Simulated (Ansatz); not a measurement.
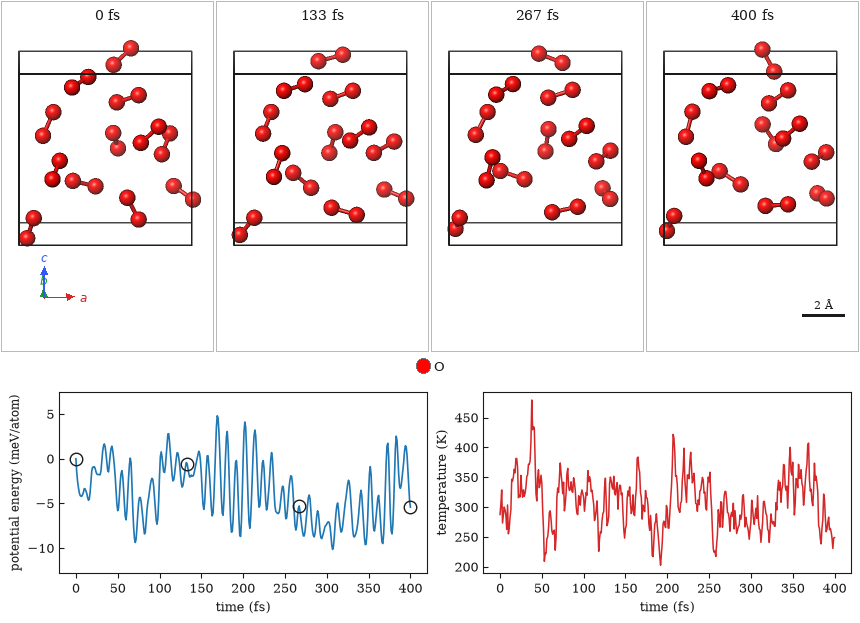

First-principles dynamics of a periodic cell with 12 O2 at 1.131 g/cm³, 400 fs long. It starts from the last geometry of an earlier run, with fresh velocities. Frames and the history of the run. Style: ball-and-stick. Shown: the simulation cell, from a free direction.

Level of theory: DFT PBE-D3(BJ), scalar-relativistic, plane waves, PAW (Ansatz). Settings: plane-wave cutoff 420 eV; k-point mesh 1 × 1 × 1; Fermi-Dirac smearing 0.05 eV; spin collinear; Langevin thermostat (NVT); set temperature 300 K; time step 1 fs; friction 0.05 per fs.

Input file:
```yaml
crystal:
  lattice:
    - [8.262149, 0.0, 0.0]
    - [0.0, 8.262149, 0.0]
    - [0.0, 0.0, 8.262149]
  atoms:
    - { symbol: O, position: [-0.10485887, 0.91451385, 0.22579013], spin: 1.0 }
    - { symbol: O, position: [0.00719412, 0.85168055, 0.15505456], spin: 1.0 }
    - { symbol: O, position: [0.70510829, 0.2648498, 0.56327778], spin: 1.0 }
    - { symbol: O, position: [0.80872009, 0.22757786, 0.66230278], spin: 1.0 }
    - { symbol: O, position: [0.54509541, 0.87601607, 0.54055247], spin: 1.0 }
    - { symbol: O, position: [0.57278742, 0.97915627, 0.43715025], spin: 1.0 }
    - { symbol: O, position: [0.19917703, 0.55026829, 0.70507119], spin: 1.0 }
    - { symbol: O, position: [0.13899486, 0.54292582, 0.56762431], spin: 1.0 }
    - { symbol: O, position: [0.87349152, 0.73396664, 0.55659677], spin: 1.0 }
    - { symbol: O, position: [0.82697582, 0.64621754, 0.4464994], spin: 1.0 }
    - { symbol: O, position: [0.31184987, 0.6353451, 0.29271717], spin: 1.0 }
    - { symbol: O, position: [0.44317702, 0.68603873, 0.25440771], spin: 1.0 }
    - { symbol: O, position: [0.62672385, 0.36614171, 0.22971387], spin: 1.0 }
    - { symbol: O, position: [0.69231946, 0.39249578, 0.0991426], spin: 1.0 }
    - { symbol: O, position: [0.40084406, 0.32577032, 0.94001651], spin: 1.0 }
    - { symbol: O, position: [0.30701231, 0.22420966, 0.89178748], spin: 1.0 }
    - { symbol: O, position: [0.08531396, 0.4062425, 0.10547777], spin: 1.0 }
    - { symbol: O, position: [0.04743233, 0.48145396, -0.02164709], spin: 1.0 }
    - { symbol: O, position: [0.64831707, -0.02058848, 0.02087917], spin: 1.0 }
    - { symbol: O, position: [0.54775606, -0.09406039, -0.06582981], spin: 1.0 }
    - { symbol: O, position: [0.23584454, 0.18730507, 0.46869237], spin: 1.0 }
    - { symbol: O, position: [0.19374164, 0.08571283, 0.37394771], spin: 1.0 }
    - { symbol: O, position: [0.69266236, 0.58734855, 0.79917061], spin: 1.0 }
    - { symbol: O, position: [0.56621451, 0.64950952, 0.74911648], spin: 1.0 }
magnetization:
  spin_polarized: true
basis:
  ecutwfc: 420.0
kpoints:
  mp_grid: { grid: [1, 1, 1] }
hamiltonian:
  xc: pbe
  dispersion: d3bj
scf:
  occupations: { method: fermi_dirac, width: 0.05 }
  lower_state_search: "off"
md:
  timestep: 1
  n_steps: 400
  ensemble: nvt_langevin
  temperature: 300.0
  initial_velocities: maxwell_boltzmann
  seed: 414576
  friction: 0.05
```

Launched with:
```bash
ansatz run input.yaml --threads 2 --pin off --max-ram 5120MiB --backend cpu --events-out ev --progress --plain --runs-dir out
```

Q: Describe the run.

A: Over the second half the temperature averages 308 K (spread ±42 K). The potential energy in the second half lies on average 4.8 meV per atom below the first frame. In the second half of the run the atoms are, in the root-mean-square, this far from where they began (common drift taken out): O 0.58 Å. The heavy atoms stay within a fraction of a molecule's size of their starting places; so short a run doesn't tell a liquid from a solid.

Limits of the set-up: the periodic images lie only 8.3 Å apart, so the values are limited by the cell's size.

The run took 10 min on 2 threads of AMD EPYC 9R45 96-Core Processor (Zen 5), with other jobs on the host, peak memory 0.7 GiB.
